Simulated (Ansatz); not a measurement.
# Fields on a plane of AgBr (rock salt)

```xyz
2
Lattice="0.0000 2.8370 2.8370 2.8370 0.0000 2.8370 2.8370 2.8370 0.0000" Properties=species:S:1:pos:R:3 pbc="T T T"
Br     0.0000     0.0000     0.0000
Ag     2.8370     2.8370     2.8370
```

The slice is a {111} plane (indices of the conventional cell) through the point (0.500, 0.500, 0.500) (fractional), spanned by u = [100] and v = [-1 2 0] in vectors of this cell: u (4.01 Å) and v (6.95 Å, at 90° to u). It covers one period; positions are fractions (u, v).

Atoms on it: Ag at (0.00, 0.00); Ag at (0.50, 0.50).

The numbers are results of PBEsol (plane waves to 420 eV, PAW, scalar-relativistic; Ansatz, an electronic-structure program), not measurements. k mesh 10×10×10. Near the nuclei the fields are pseudised (PAW); where an atom keeps semicore shells as valence, they peak there. AgBr was relaxed with its symmetry unable to fall.

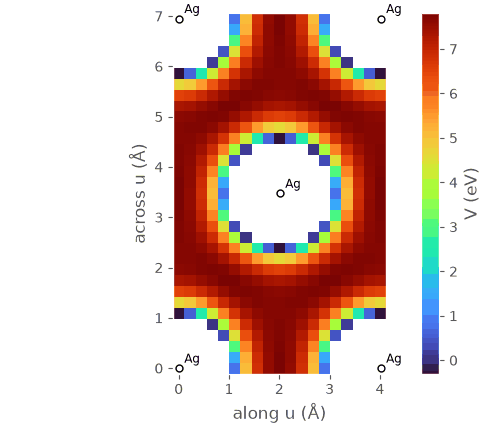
Fig. 1. Electrostatic potential energy of an electron, from the cell's mean, in eV, one period of the plane, atoms marked. Points within 1 Å of a nucleus are left white, as the pseudised field means little there. The zero, the cell's mean, hangs on the PAW cores.

```
|xxx9521000001259xx|
|xx974210000012479x|
|997531001110013579|
|664311011211011346|
|322110012221001122|
|111000012221000011|
|000000011111000000|
|100000000100000000|
|111000000000000011|
|221000011111000012|
|221001122322110012|
|211011346664311011|
|110013579997531001|
|00012479xxx9742100|
|0001259xxxxx952100|
|0001269xxxxx962100|
|0001259xxxxx952100|
|00012479xxx9742100|
|110013579997531001|
|211011346664311011|
|221001122322110012|
|221000011111000012|
|111000000000000011|
|100000000100000000|
|000000011111000000|
|111000012221000011|
|322110012221001122|
|664311011211011346|
|997531001110013579|
|xx974210000012479x|
|xxx9521000001259xx|
|xxx9621000001269xx|
```
Scale: ten equal steps from 0.05 (start of '0') to 0.55 (end of '9'), in the order '0123456789'. Values: electron localisation function (ELF). The map has 18 points along u (one character each, u = 0 at the left) and 32 along v (v = 0 in the bottom row). Points within 0.5 Å of a nucleus are blanked (x), as the pseudised field means little there.
